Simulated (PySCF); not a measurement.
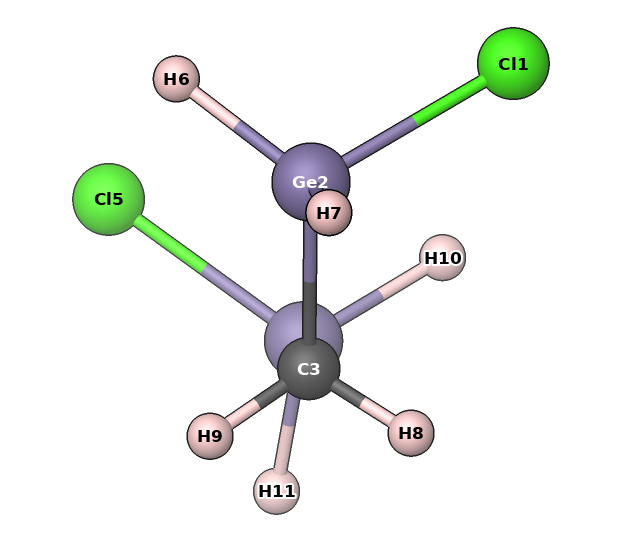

Ge4 lies behind C3. The molecule seen nearly along the C3–Ge4 bond, C3 in front. Distant atoms are faded towards the background colour. The geometry was computed by an optimisation with PBE0-D3(BJ)/def2-SVP. No frequency run is at hand to confirm it as a minimum.

**What is the torsion angle Ge2–C3–Ge4–Cl5? The sign is positive where the front bond must turn clockwise to cover the back bond.**

−55°, synclinal (gauche). The bonds about C3–Ge4 are staggered.
